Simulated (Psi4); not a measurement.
**UM06-2X/6-31G(d) (spherical functions) run of CH4ClGeO (SMILES [CH3][Ge]([OH])[Cl])**

Aim: the energy change on altering one bond length of CH4ClGeO at UM06-2X/6-31G* (spherical functions), from 2 runs. 

Program for the calculation: Psi4 1.11.

1 further run of the same task is left out (set aside as unsound or not needed). Runs told in other sessions of the task aren't counted.

## 1. The structure to begin with

CH4ClGeO has 8 atoms, charge 0, and is taken as a doublet. SMILES: `[CH3][Ge]([OH])[Cl]`. Geometry: relaxed at PBE0-D4/def2-TZVP. This is one conformer, not always the lowest.

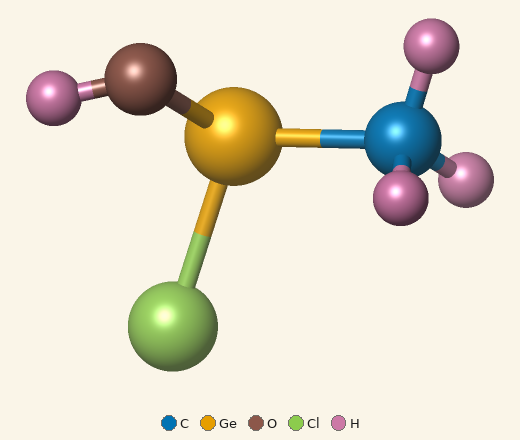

The structure, seen from a chosen angle (carbon blue, germanium amber, oxygen brown, chlorine green, hydrogen pink).

## 2. A single-point energy at UM06-2X/6-31G(d) (spherical functions)

Input file job.py:

```python
import psi4

psi4.set_memory(2200000000)
psi4.set_num_threads(1)
psi4.core.set_output_file('run.log', False)

molecule = psi4.geometry("""
0 2
C      0.070000     1.235100    -0.045900
Ge    -0.661500    -0.553500     0.272700
O      0.714600    -1.504600     0.880000
Cl    -1.247100    -1.432100    -1.639400
H      0.419500     1.652400     0.898100
H      0.906900     1.122600    -0.737600
H     -0.694800     1.876200    -0.480900
H      0.584600    -2.453200     0.797100
units angstrom
symmetry c1
no_reorient
no_com
""")

psi4.set_options({
    'reference': 'uks',
    'puream': True,
    'e_convergence': 1e-09,
    'd_convergence': 1e-08,
    'scf_type': 'pk',
    'dft_radial_points': 99,
    'dft_spherical_points': 590,
    'maxiter': 100,
})

energy_value, wavefunction = psi4.energy("m06-2x/6-31G*", return_wfn=True)
print(f'm06-2x/6-31G* energy: {energy_value:.10f} Eh')
for k, v in sorted(psi4.core.scalar_variables().items()):
    print(f'{k:45s} {v:18.10f}')
```

Command:

```bash
python job.py
```

run.log:

```text
[...]
  Running in c1 symmetry.
[...]
  Nuclear repulsion =  363.285753670846702
[...]
  Multiplicity = 2
[...]
  Nalpha       = 34
  Nbeta        = 33
[...]
    Number of basis functions: 86
[...]
   @UKS iter   1: -2651.28836234928667   -2.74399e+00   3.00962e-02 DIIS/ADIIS
[...]
   @UKS iter  14: -2652.60027889105322   -5.45697e-12   6.14153e-09 DIIS
[...]
   @S^2 Observed:                7.533378443E-01
[...]
    Orbital Energies [Eh]
    ---------------------
    Alpha Occupied:
       1A   -401.018453     2A   -102.623163     3A    -50.573682
       4A    -45.103391     5A    -45.102243     6A    -45.101333
       7A    -19.645911     8A    -10.549225     9A     -9.787818
      10A     -7.508780    11A     -7.504148    12A     -7.503760
      13A     -6.552555    14A     -4.715482    15A     -4.713438
      16A     -4.710402    17A     -1.435027    18A     -1.432354
      19A     -1.429543    20A     -1.428185    21A     -1.427017
      22A     -1.114665    23A     -0.903523    24A     -0.807600
      25A     -0.618635    26A     -0.531677    27A     -0.495865
      28A     -0.487355    29A     -0.444688    30A     -0.426430
      31A     -0.411016    32A     -0.380396    33A     -0.372721
      34A     -0.271794
[...]
  @UKS Final Energy: -2652.60027889105322
   => Energetics <=
    Nuclear Repulsion Energy =            363.2857536708467023
    One-Electron Energy =               -4411.5757898997453594
    Two-Electron Energy =                1453.8123707449490212
    DFT Exchange-Correlation Energy =     -58.1226134071034863
    Empirical Dispersion Energy =           0.0000000000000000
    VV10 Nonlocal Energy =                  0.0000000000000000
    Total Energy =                      -2652.6002788910532217
  UHF NO Occupations:
  HONO-2 :   32  A 1.9997153
  HONO-1 :   33  A 1.9989032
[...]
 Multipole Moments:
 ------------------------------------------------------------------------------------
     Multipole            Electronic (a.u.)      Nuclear  (a.u.)        Total (a.u.)
 ------------------------------------------------------------------------------------
 L = 1.  Multiply by 2.5417464519 to convert [e a0] to [Debye]
 Dipole X            :         66.1488093          -66.1700831           -0.0212738
 Dipole Y            :         84.4176836          -84.0661674            0.3515161
 Dipole Z            :         23.0468185          -22.4917093            0.5551092
 Magnitude           :                                                    0.6573906
[...]
```

On the terminal:

```text
m06-2x/6-31G* energy: -2652.6002788911 Eh
CURRENT ENERGY                                  -2652.6002788911
CURRENT REFERENCE ENERGY                        -2652.6002788911
DD SOLVATION ENERGY                                 0.0000000000
DFT FUNCTIONAL TOTAL ENERGY                     -2652.6002788911
DFT TOTAL ENERGY                                -2652.6002788911
DFT VV10 ENERGY                                     0.0000000000
DFT XC ENERGY                                     -58.1226134071
GRID ELECTRONS ALPHA                               34.0000003855
GRID ELECTRONS BETA                                33.0000003797
GRID ELECTRONS TOTAL                               67.0000007652
NUCLEAR REPULSION ENERGY                          363.2857536708
ONE-ELECTRON ENERGY                             -4411.5757898997
PCM POLARIZATION ENERGY                             0.0000000000
PE ENERGY                                           0.0000000000
SCF ITERATION ENERGY                            -2652.6002788911
SCF ITERATIONS                                     14.0000000000
SCF TOTAL ENERGY                                -2652.6002788911
TWO-ELECTRON ENERGY                              1453.8123707449
XC GRID RADIAL POINTS                              99.0000000000
XC GRID SPHERICAL POINTS                          590.0000000000
XC GRID TOTAL POINTS                           443042.0000000000
```

Run time: 33 s. Hardware: 1 thread of Intel Xeon 6975P-C (Granite Rapids), shared host; peak memory 1.3 GiB.

## 3. The distorted shape: energy and gradient at UM06-2X/6-31G(d) (spherical functions)

Input file job.json:

```json
{
  "schema_name": "qcschema_input",
  "schema_version": 1,
  "molecule": {
    "schema_name": "qcschema_molecule",
    "schema_version": 2,
    "symbols": ["C", "Ge", "O", "Cl", "H", "H", "H", "H"],
    "geometry": [-0.64784158, 2.87318684, -0.43102196, -2.03017624, -0.5067773, 0.17104478, 1.35039829, -2.84328193, 1.66295899, -3.13679986, -2.16709068, -3.44230054, 0.0126177, 3.66176955, 1.3528795, 0.93367021, 2.66059265, -1.73814552, -2.09310412, 4.08469026, -1.25305283, 1.10473389, -4.63587613, 1.50630069],
    "molecular_charge": 0,
    "molecular_multiplicity": 2,
    "fix_symmetry": "c1",
    "fix_com": true,
    "fix_orientation": true
  },
  "driver": "gradient",
  "model": {
    "method": "m06-2x",
    "basis": "6-31G*"
  },
  "keywords": {
    "reference": "uks",
    "puream": true,
    "e_convergence": 1e-09,
    "d_convergence": 1e-08,
    "scf_type": "pk",
    "dft_radial_points": 99,
    "dft_spherical_points": 590,
    "maxiter": 100,
    "scf_properties": ["MAYER_INDICES", "DIPOLE", "MULLIKEN_CHARGES"]
  }
}
```

Command:

```bash
psi4 --qcschema job.json -n 1 --memory 2200MB
```

stdout, cut to the lines that bear on the results:

```text
[...]
  Running in c1 symmetry.
[...]
  Nuclear repulsion =  339.881612465023636
[...]
  Multiplicity = 2
[...]
  Nalpha       = 34
  Nbeta        = 33
[...]
    Number of basis functions: 86
[...]
   @UKS iter   1: -2651.16541107032799   -3.09527e+00   3.01420e-02 ADIIS/DIIS
[...]
   @UKS iter  18: -2652.54130487349494   -5.91172e-12   7.27941e-09 DIIS
[...]
   @S^2 Observed:                7.634363021E-01
[...]
  @UKS Final Energy: -2652.54130487349494
   => Energetics <=
    Nuclear Repulsion Energy =            339.8816124650236361
    One-Electron Energy =               -4364.2529820708323314
    Two-Electron Energy =                1429.8996102519440683
    DFT Exchange-Correlation Energy =     -58.0695455196305090
    Empirical Dispersion Energy =           0.0000000000000000
    VV10 Nonlocal Energy =                  0.0000000000000000
    Total Energy =                      -2652.5413048734949371
  UHF NO Occupations:
  HONO-2 :   32  A 1.9992959
  HONO-1 :   33  A 1.9943324
[...]
 Multipole Moments:
[...]
  Mulliken Charges: (a.u.)
   Center  Symbol    Alpha    Beta     Spin     Total
       1     C     3.40251  3.26928  0.13323 -0.67179
       2    GE    15.98600 15.40784  0.57817  0.60616
       3     O     4.49837  4.26634  0.23203 -0.76470
       4    CL     8.65582  8.58863  0.06719 -0.24445
       5     H     0.38738  0.39329 -0.00590  0.21933
       6     H     0.38973  0.37989  0.00984  0.23039
       7     H     0.38984  0.39670 -0.00686  0.21347
       8     H     0.29035  0.29805 -0.00770  0.41160
   Total alpha = 34.00000, Total beta = 33.00000, Total charge =  0.00000
[...]
  -Total Gradient:
     Atom            X                  Y                   Z
    ------   -----------------  -----------------  -----------------
       1       -0.003001642096     0.001416195556     0.000052001834
       2       -0.054185015443     0.047675651695    -0.028123000244
       3        0.047064329743    -0.053382952389     0.020968701404
       4       -0.000160459681    -0.001270609651     0.001439867513
       5       -0.000531899741    -0.000275173708    -0.000469503734
       6       -0.000658375012    -0.000799138503     0.000624846953
       7        0.001608047748    -0.000644679958     0.001141572108
       8        0.009769641600     0.007252422905     0.004356839639
[...]
```

The result, in JSON:

```text
{
 "driver": "gradient",
 "model": {
  "method": "m06-2x",
  "basis": "6-31G*"
 },
 "success": true,
 "return_result": [-0.003001642095906313, 0.0014161955555348354, 5.2001833608318095e-05, -0.05418501544323494, 0.04767565169539944, -0.028123000244414956, 0.047064329742640604, -0.053382952388506946, 0.020968701404470904, -0.00016045968097504887, -0.001270609650861794, 0.0014398675128872995, -0.0005318997412151957, -0.00027517370817824877, -0.0004695037339817604, -0.0006583750119730919, -0.0007991385030263354, 0.0006248469526998618, 0.0016080477482172811, -0.0006446799581457593, 0.0011415721080644606, 0.009769641599500724, 0.007252422904954481, 0.0043568396387572116],
 "properties": {
  "calcinfo_nbasis": 86,
  "calcinfo_nmo": 86,
  "calcinfo_nalpha": 34,
  "calcinfo_nbeta": 33,
  "calcinfo_natom": 8,
  "nuclear_repulsion_energy": 339.88161246502364,
  "return_energy": -2652.541304873495,
  "return_gradient": [-0.003001642095906313, 0.0014161955555348354, 5.2001833608318095e-05, -0.05418501544323494, 0.04767565169539944, -0.028123000244414956, 0.047064329742640604, -0.053382952388506946, 0.020968701404470904, -0.00016045968097504887, -0.001270609650861794, 0.0014398675128872995, -0.0005318997412151957, -0.00027517370817824877, -0.0004695037339817604, -0.0006583750119730919, -0.0007991385030263354, 0.0006248469526998618, 0.0016080477482172811, -0.0006446799581457593, 0.0011415721080644606, 0.009769641599500724, 0.007252422904954481, 0.0043568396387572116],
  "scf_one_electron_energy": -4364.252982070832,
  "scf_two_electron_energy": 1429.899610251944,
  "scf_xc_energy": -58.06954551963051,
  "scf_dipole_moment": [-0.5570996926794578, 0.8628529744159223, 0.1634786096874734],
  "scf_total_energy": -2652.541304873495,
  "scf_total_gradient": [-0.003001642095906313, 0.0014161955555348354, 5.2001833608318095e-05, -0.05418501544323494, 0.04767565169539944, -0.028123000244414956, 0.047064329742640604, -0.053382952388506946, 0.020968701404470904, -0.00016045968097504887, -0.001270609650861794, 0.0014398675128872995, -0.0005318997412151957, -0.00027517370817824877, -0.0004695037339817604, -0.0006583750119730919, -0.0007991385030263354, 0.0006248469526998618, 0.0016080477482172811, -0.0006446799581457593, 0.0011415721080644606, 0.009769641599500724, 0.007252422904954481, 0.0043568396387572116],
  "scf_iterations": 18
 }
}
```

It took 45 s on 1 thread of Intel Xeon 6975P-C (Granite Rapids), shared host; peak memory 1.3 GiB.

## 4. Outcome

At UM06-2X/6-31G* (spherical functions):

```
                                                          quantity           value
                                         first shape: total energy  -2652.60028 Eh
                                        first shape: dipole moment          1.67 D
                   first shape: HOMO energy (highest over α and β)        -7.40 eV
                    first shape: LUMO energy (lowest over α and β)        -2.26 eV
                                                 first shape: ⟨S²⟩           0.753
                                     distorted shape: total energy  -2652.54130 Eh
                                    distorted shape: dipole moment          2.64 D
               distorted shape: HOMO energy (highest over α and β)        -8.06 eV
                distorted shape: LUMO energy (lowest over α and β)        -2.91 eV
                                             distorted shape: ⟨S²⟩           0.763
                         distorted shape: largest force on an atom      3.983 eV/Å
energy change with the Ge2–O3 bond stretched from 1.780 to 2.313 Å        1.605 eV
```

In words: With the Ge2–O3 bond stretched from 1.780 to 2.313 Å the energy rises by 1.60 eV (37 kcal/mol). The first shape isn't relaxed at this level, so the change isn't measured from a minimum. With no_com the log's rotational constants are taken about the origin, not the centre of mass, so they aren't the molecule's.
